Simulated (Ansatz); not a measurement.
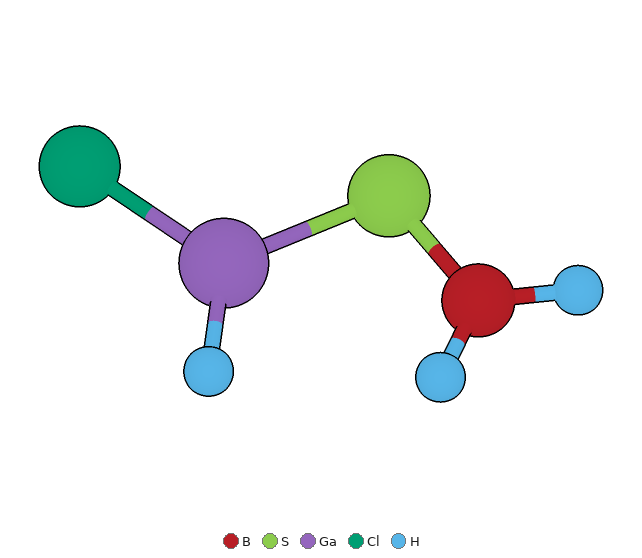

The picture shows a molecular structure as a ball-and-stick model.

The geometry was computed by an optimisation with PBE0-D4/def2-TZVP.

Identify the structure.

The molecule is BClGaH3S. SMILES: `B[S][GaH][Cl]`. Among its groups: B–H bond. This geometry has Cs symmetry. All atoms lie on one plane. Coordination: 1 B trigonal planar; 1 S bent; 1 Ga trigonal planar.

The parts below concern this one geometry. Atoms keep their numbers from picture to picture.

## Geometry

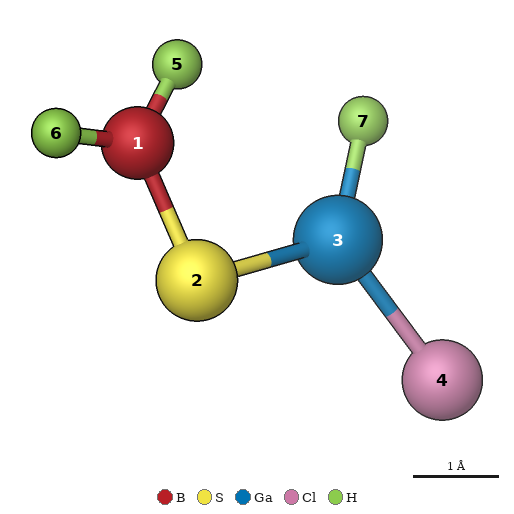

Atoms carry their numbers in the input.

List the bonds and their lengths.

```csv
bond,length (Å)
B1–S2,1.782
B1–H5,1.195
B1–H6,1.192
S2–Ga3,2.210
Ga3–Cl4,2.139
Ga3–H7,1.550
```

## Electronic properties

Properties computed with RKS PBE-D4/def2-TZVPP (Ansatz 0.2.0).

> Give the dispersion correction at this level.

−18.4 kJ/mol.

> Estimate the LUMO energy (Kohn–Sham orbital).

−2.84 eV.

> Give the dipole moment at this level.

1.30 D.

> Give the HOMO energy (Kohn–Sham orbital) at this level.

−7.21 eV.

## Vibrations

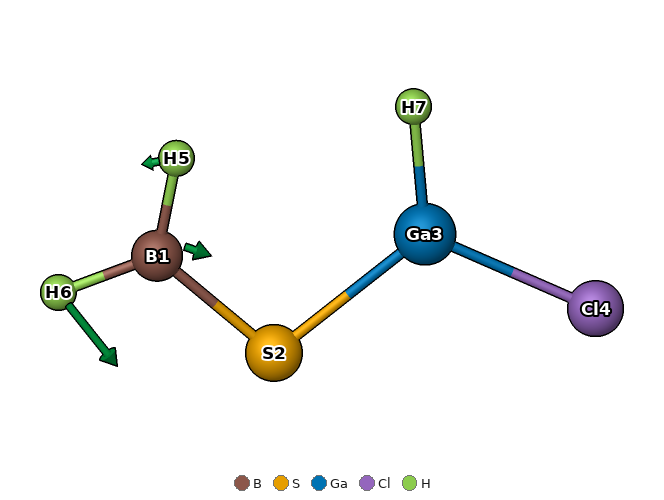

The arrows show one normal mode. Harmonic vibrations computed with RKS PBE0-D4/def2-TZVP (Ansatz 0.2.0) at a stationary point of the same level.

> Estimate its harmonic wavenumber.

797 cm⁻¹; it is mode 9 of 15 counted from the lowest.

## Thermal motion

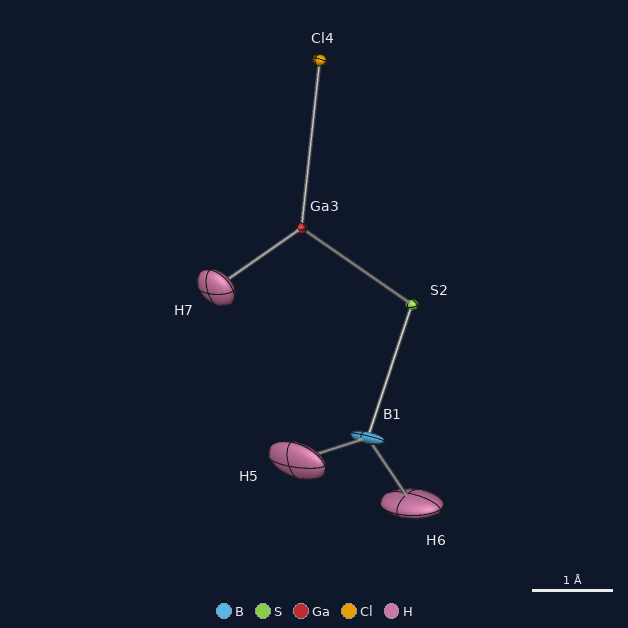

Displacement ellipsoids at the 50 % level, from the internal vibrations of the free molecule (harmonic, no overall translation or rotation; no half-axis is drawn under 0.075 Å). Vibrations computed with RKS PBE0-D4/def2-TZVP (Ansatz 0.2.0). Temperature: 100 K.

> Which atom moves most?

H6, with U_eq = 0.0535 Å².

> Does H6 move more along its bond or across it?

Across it: the root-mean-square amplitude is 0.107 Å along the bond and up to 0.348 Å across, since bending and torsion are softer than stretching.

Give the displacement parameters, one line for each set of equivalent atoms.

```
atom  U_eq (Å²)   rms amplitudes (Å)
  B1     0.0168  0.050, 0.080, 0.204
  S2     0.0024  0.030, 0.042, 0.066
 Ga3     0.0012  0.019, 0.033, 0.047
 Cl4     0.0030  0.029, 0.052, 0.074
  H5     0.0508  0.097, 0.172, 0.337
  H6     0.0535  0.100, 0.172, 0.348
  H7     0.0266  0.095, 0.168, 0.206
```
